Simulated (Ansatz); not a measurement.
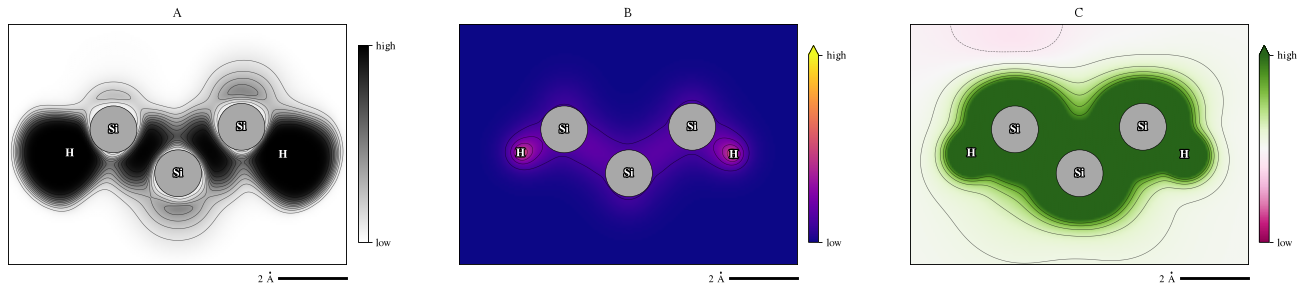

ClFH₆Si₃: 3 fields on the plane of atoms Si4, Si5 and H11, with unlabelled colour scales. Grey discs cover the atomic cores.

Geometry: PBE0-D3(BJ)/pcseg-1.

The calculation used isolated molecule in a Gaussian basis; Kohn-Sham density functional theory, functional PBE0 (Ansatz 0.2.0).

Which field does each panel show? The fields are: electron density, electron localisation function and electrostatic potential.

Panel A: electron localisation function. Panel B: electron density. Panel C: electrostatic potential (strongly positive close to the atoms and fading to about zero outside). From the grid: Si–Si (2.33 Å): the density is about 0.66 e/Å³ at the midpoint; the ELF peaks at about 1 between the atoms, as expected for a shared electron pair. Si–H (1.49 Å): ρ at the midpoint is about 0.79 e/Å³; the ELF climbs to about 1 towards the hydrogen, as it does in any bond to H.
